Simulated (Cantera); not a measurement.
Feed: 1 mol MgO, 1.4 mol CH4, 2.9 mol H2, 4.2 mol C, equilibrated at 75.0 Torr.

These are equilibrium values from Cantera (NASA tables, ideal gas, pure condensed phases), not measurements of a reactor. Candidate condensed phases: C, C6H6, C7H8, C8H18, H2O, Mg, MgCO3, MgO, Mg(OH)2; 116 gas species. The tables' values for MgH are old estimates; treat these amounts as uncertain. Equilibrium is a limit: real reactors are often held back by kinetics, nucleation or transport.

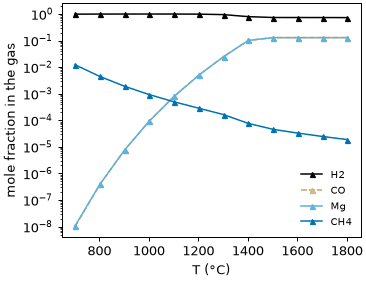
Equilibrium gas composition (values under 1e-9 drawn at 1e-9)

**Question.** Read off the mole fractions at 902 °C.

**Answer.** H2 about 1.00, CH4 about 0.0019, Mg about 7.7e-6, CO about 7.6e-6.
